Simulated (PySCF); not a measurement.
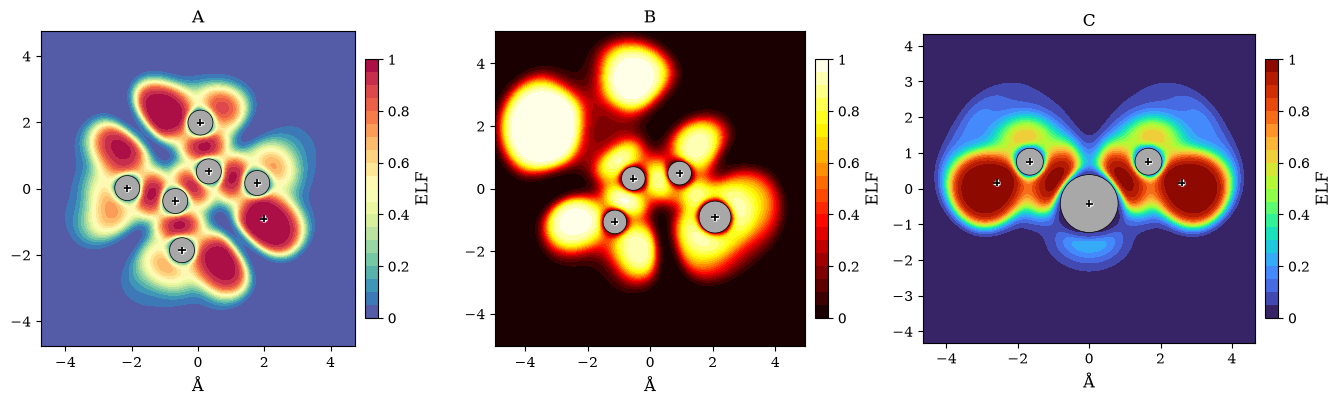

The electron localisation function of 3 systems, each on a plane through atoms (crosses mark nuclei in the plane; grey discs cover the cores).

These are results of PySCF, CAM-B3LYP/def2-SVPD, SCF density, gas phase, not measurements.

System 1: C₄H₁₂Al (SMILES [CH3][Al-]([CH3])([CH3])[CH3]) (charge −1), the plane of atoms Al2, C1 and H6. Geometry: PBE0-D3(BJ)/def2-SVP.

```xyz
17

C    -0.2682   -1.2846   -1.5567
Al   -0.0019   -0.0016   -0.0011
C    -0.0166    1.9108   -0.6926
C    -1.5037   -0.2433    1.3493
C     1.7841   -0.3801    0.8954
H    -1.2280   -1.1127   -2.0818
H    -0.2711   -2.3445   -1.2356
H     0.5286   -1.1893   -2.3198
H     0.1198    2.6508    0.1200
H    -0.9684    2.1694   -1.1961
H     0.7895    2.1000   -1.4280
H    -2.5019   -0.0504    0.9103
H    -1.5356   -1.2698    1.7639
H    -1.4027    0.4415    2.2138
H     1.8469   -1.4109    1.2952
H     2.6354   -0.2617    0.1969
H     1.9800    0.3003    1.7470
```

System 2: C₆H₁₁Cl (SMILES CC(C)=C(C)CCl), the plane of atoms C2, C4 and C5. Geometry: PBE0-D3(BJ)/def2-SVP.

```xyz
18

C    -0.9881    0.8691   -0.3688
C    -0.2204   -0.3149    0.1423
C    -0.8515   -1.6305   -0.2215
C     0.9171   -0.2095    0.8639
C     1.5207    1.0783    1.3420
C     1.6876   -1.4173    1.2915
Cl    1.3982   -1.8184    3.0342
H    -1.9461    0.9729    0.1702
H    -0.4465    1.8185   -0.2841
H    -1.2458    0.7228   -1.4310
H    -0.6609   -1.8869   -1.2786
H    -1.9459   -1.5606   -0.1136
H    -0.5178   -2.4671    0.4046
H     0.8906    1.9557    1.1572
H     2.5038    1.2571    0.8730
H     1.6945    1.0136    2.4288
H     1.4389   -2.3190    0.7235
H     2.7695   -1.2422    1.2066
```

System 3: C₄H₉ClGa (charge −1), the plane of atoms C2, C5 and Cl6. Geometry: PBE0-D3(BJ)/def2-SVP.

```
atom    x (Å)    y (Å)    z (Å)
   C  -0.1706  -1.0836  -1.2017
   C  -0.0132  -0.0493  -0.1162
  Ga   1.2105  -0.5605   1.4496
   C  -0.0295   1.4091  -0.5200
   C  -1.1663   0.8191   0.2488
  Cl  -2.7608   0.6985  -0.5849
   H  -0.8611  -0.7626  -2.0043
   H  -0.5595  -2.0292  -0.7879
   H   0.8069  -1.3080  -1.6598
   H   1.1424   0.6874   2.4844
   H   0.6572  -1.9247   2.1216
   H   2.7066  -0.7630   0.8629
   H   0.6377   2.1220  -0.0201
   H  -0.2561   1.6561  -1.5661
   H  -1.3443   1.0886   1.2936
```

Which map belongs to which system?

Answer. Panel A is system 2, C₆H₁₁Cl: the plane holds C and H. C–C (1.35 Å): the ELF peaks at about 0.95 between the atoms, as expected for localised, covalent bonding. Panel B is system 3, C₄H₉ClGa: the plane holds C and Cl. C–C (1.49 Å): the ELF peaks at about 0.90 between the atoms (a shared electron pair). Panel C is system 1, C₄H₁₂Al: the plane holds C, Al and H. C–Al (2.03 Å): the ELF peaks at about 1 between the atoms: a polar covalent bond.
